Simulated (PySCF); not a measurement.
Input file:

```
{"job": {"kind": "sp", "xc": "wB97X", "basis": "ma-def2-SVP", "d3": "d3bj", "grid": 2}, "charge": 0, "multiplicity": 1}
C      2.957280    -0.506560     0.078020
N      1.531312    -0.512610    -0.114646
C      0.691771     0.337700     0.536887
O      1.096403     1.162869     1.336484
C     -0.799151     0.204088     0.171628
C     -0.993786     0.674995    -1.276682
C     -1.605954     1.096299     1.112021
C     -1.265540    -1.249446     0.319868
H      3.314341    -1.455611     0.510090
H      3.196617     0.306258     0.775356
H      3.490708    -0.328299    -0.869323
H      1.133024    -1.184637    -0.754978
H     -2.061992     0.642255    -1.543385
H     -0.644007     1.710597    -1.405847
H     -0.451601     0.043076    -1.997286
H     -2.675313     1.040294     0.856555
H     -1.278604     2.142294     1.039953
H     -1.479376     0.787664     2.159564
H     -0.784074    -1.930182    -0.400243
H     -2.350537    -1.313348     0.142845
H     -1.066155    -1.631961     1.332601
```

Launched as:

```sh
OMP_NUM_THREADS=1 python redox_run.py task.json out
```

Geometry: PBE0-D3(BJ)/ma-def2-SVP.

Theory: DFT single point, gas phase, functional wB97X in PySCF.

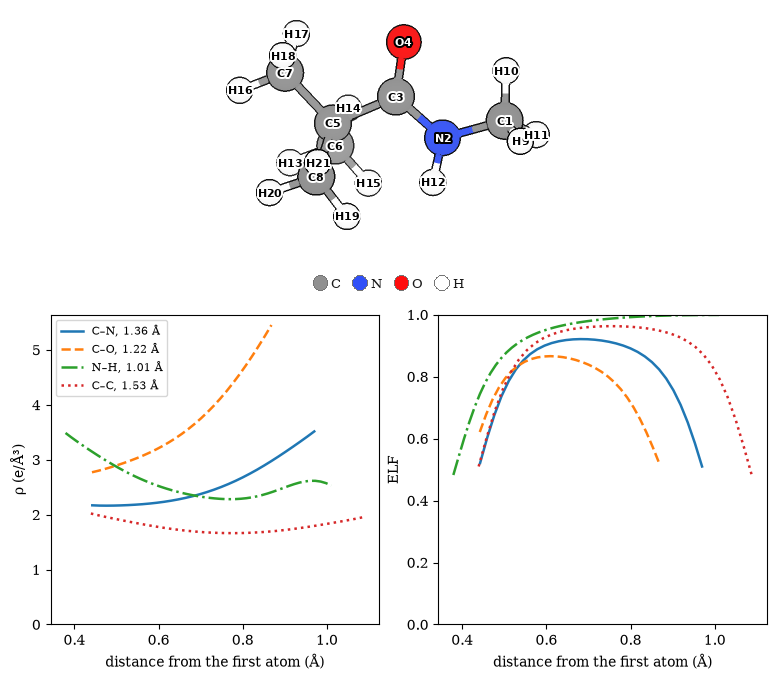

C6H13NO. Total electron density and electron localisation function along straight lines between neighbouring atoms. The curves leave out the atomic cores. The structure is drawn too.

Q: Compare the contacts.

A: C–N (1.36 Å): the density is about 2.3 e/Å³ at the midpoint; the ELF peaks at about 0.90 between the atoms (a covalent bond).
C–O (1.22 Å): the density is about 3.2 e/Å³ at the midpoint; the ELF peaks at about 0.85 between the atoms; a multiple bond.
N–H (1.01 Å): ρ at the midpoint is about 2.9 e/Å³; the ELF climbs to about 1 towards the hydrogen, as it does in any bond to H; a covalent bond by its length.
C–C (1.53 Å): ρ at the midpoint is about 1.7 e/Å³; the ELF peaks at about 0.95 between the atoms, as expected for a shared electron pair.
